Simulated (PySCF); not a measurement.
# C₄H₅FO (SMILES C/C=C/C(=O)F): what the fields show

```xyz
11

C    -1.6219   -0.6886    0.2061
C    -0.2354   -0.4073   -0.2406
C     0.5530    0.5681    0.2326
C     1.9117    0.7422   -0.2979
O     2.4663    0.1072   -1.1344
F     2.5305    1.7747    0.2962
H    -2.3185   -0.6421   -0.6474
H    -1.6959   -1.7141    0.6053
H    -1.9627    0.0149    0.9783
H     0.1872   -1.0492   -1.0241
H     0.2239    1.2587    1.0133
```

Geometry: PBE0-D3(BJ)/def2-SVP.

All numbers below come from PBE0/def2-SVPD, SCF density, gas phase in PySCF.

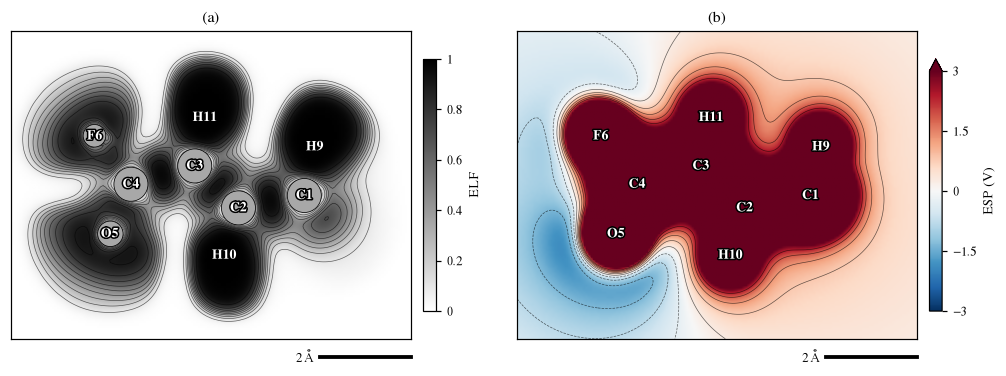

Figure 1. (a) ELF; (b) molecular electrostatic potential on the plane of atoms C3, C4 and F6. Grey discs cover the atomic cores in the ELF map.

### What does the map show?

The section cuts through C, O, F and H sites. C–O (1.19 Å): the ELF peaks at about 0.85 between the atoms: a short, multiple covalent bond. C–C (1.34 Å): the ELF peaks at about 0.95 between the atoms (a short, multiple covalent bond). C–F (1.34 Å): the ELF peaks at about 0.85 between the atoms, as expected for a polar covalent bond. C–H (1.09 Å): the ELF climbs to about 1 towards the hydrogen, as it does in any bond to H (an ordinary covalent bond to hydrogen). C–C (1.47 Å): the ELF peaks at about 0.95 between the atoms, as expected for localised, covalent bonding. The ELF also peaks beside O5 and F6, away from the bonds: lone-pair regions. Outside the dense part of the molecule the potential is most negative (−1.9 V) near O5.

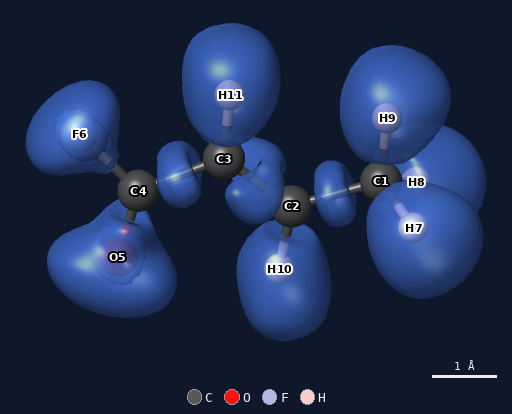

Figure 2. Isosurface of the electron localisation function at 0.75 (blue), seen at a tilt. Only the valence region is drawn (cores and ρ < 0.01 e/Å³ removed).

### Identify the bonds, lone pairs and shells in this picture.

At this value the surface marks out three regions between bonded C–C atoms (shared pairs), five regions around hydrogen nuclei, one region on F in which the atom's valence shell and bonds are merged and one region on O in which the atom's valence shell and bonds are merged.

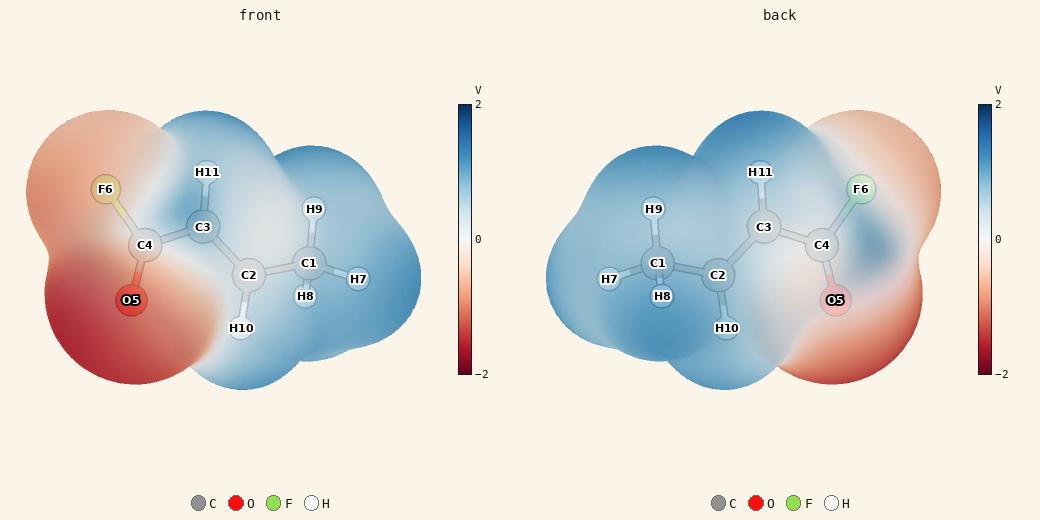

Figure 3. The molecular electrostatic potential painted on the density surface at 0.002 e/bohr³, seen from the front and from behind; the colour scale runs from red (negative) to blue (positive).

### Which sites attract a positive test charge, and which a negative one?

A positive charge is drawn to the negative regions and a negative charge to the positive ones. The most negative region (about −1.6 V, or −37 kcal/mol for a unit charge) lies over O5, the most positive (about +1.3 V, or +30 kcal/mol for a unit charge) over H11. O5 is the likeliest acceptor of a hydrogen bond.
